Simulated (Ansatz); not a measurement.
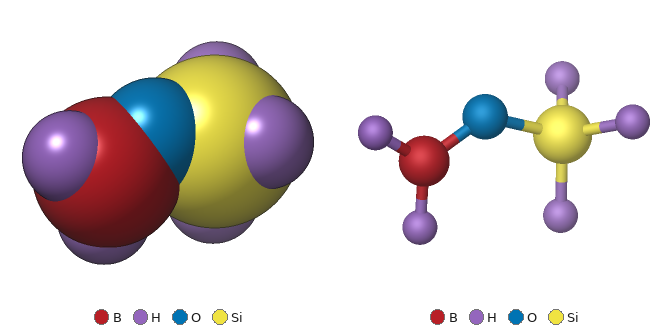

Both panels show the same species.

Computed geometry: PBE0-D4/def2-TZVP optimisation.

> Give the formula.

BH5OSi, 8 atoms: 1 boron, 5 hydrogen, 1 oxygen and 1 silicon.

> How many sets of symmetry-equivalent atoms are there?

7: 1 B, 1 H, 1 H, 1 O, 1 Si, 2 H, 1 H.

> Which point group does it belong to?

Cs.

> Count the bonded pairs by element.

3 Si–H, 2 B–H, 1 O–Si, 1 B–O. Sticks follow a distance rule.

The parts below concern this one geometry. Atoms keep their numbers from picture to picture.

**Geometry**

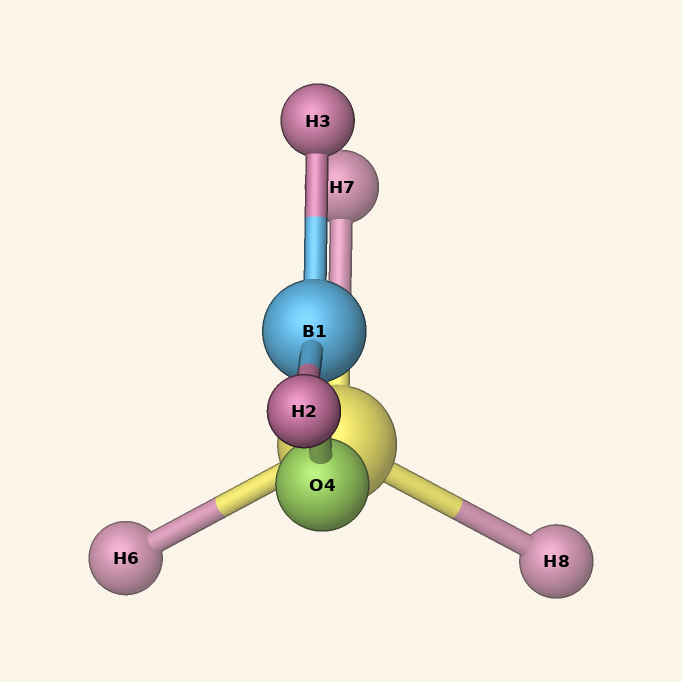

Si5 lies behind O4. The molecule seen nearly along the O4–Si5 bond, O4 in front. Depth is shown by fading: the farther an atom, the more it takes the colour of the background.

> What is the torsion angle B1–O4–Si5–H6? The sign is positive where the front bond must turn clockwise to cover the back bond.

−120°, anticlinal.

**Electronic properties**

Method: RKS PBE0-D4/def2-TZVPP (Ansatz 0.2.0).

> Give the HOMO energy (Kohn–Sham orbital) at this level.

−8.49 eV.

> Estimate the dispersion correction.

−9.3 kJ/mol.

> Estimate the HOMO–LUMO gap.

7.84 eV.

**Thermal motion**

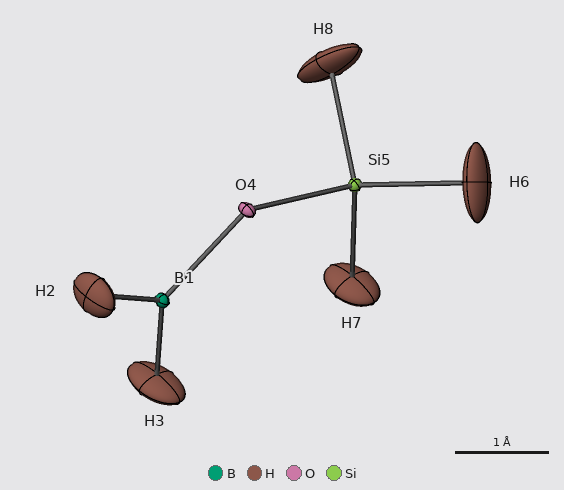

Displacement ellipsoids at the 50 % level, from the internal vibrations of the free molecule (harmonic, no overall translation or rotation; no half-axis is drawn under 0.075 Å). Vibrations computed with RKS PBE0-D4/def2-TZVP (Ansatz 0.2.0). Temperature: 100 K.

> Which atom moves most?

H6, H8, with U_eq = 0.0351 Å².

> Does H8 move more along its bond or across it?

Across it: the root-mean-square amplitude is 0.086 Å along the bond and up to 0.279 Å across, since bending and torsion are softer than stretching.

List U_eq and the three principal root-mean-square amplitudes for each kind of atom.

```json
{"atom": "B1", "U_eq (Å²)": "0.0021", "rms amplitudes (Å)": "0.027, 0.050, 0.057"}
{"atom": "H2", "U_eq (Å²)": "0.0220", "rms amplitudes (Å)": "0.090, 0.138, 0.197"}
{"atom": "H3", "U_eq (Å²)": "0.0311", "rms amplitudes (Å)": "0.083, 0.158, 0.248"}
{"atom": "O4", "U_eq (Å²)": "0.0027", "rms amplitudes (Å)": "0.026, 0.050, 0.071"}
{"atom": "Si5", "U_eq (Å²)": "0.00033", "rms amplitudes (Å)": "0.014, 0.014, 0.024"}
{"atom": "H6, H8", "U_eq (Å²)": "0.0351", "rms amplitudes (Å)": "0.086, 0.142, 0.279"}
{"atom": "H7", "U_eq (Å²)": "0.0290", "rms amplitudes (Å)": "0.086, 0.158, 0.234"}
```

**Vibrations**

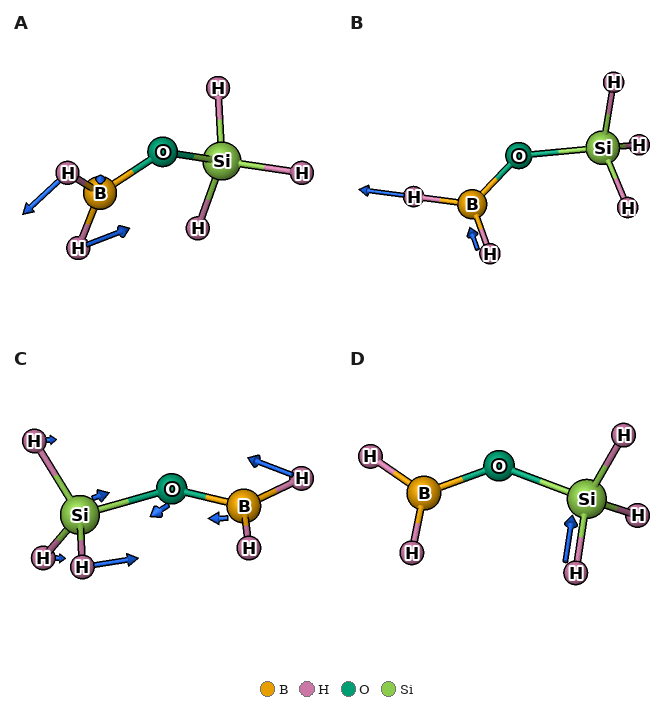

4 normal modes of one molecule or complex, as arrows. Harmonic vibrations computed with RKS PBE0-D4/def2-TZVP (Ansatz 0.2.0) at a stationary point of the same level.

> Match the panels to the wavenumbers 758 cm⁻¹, 1021 cm⁻¹, 2234 cm⁻¹, 2635 cm⁻¹.

A: 1021 cm⁻¹, H–B–O bending
B: 2635 cm⁻¹, out-of-phase stretching of 2 B–H bonds
C: 758 cm⁻¹
D: 2234 cm⁻¹, Si–H stretching
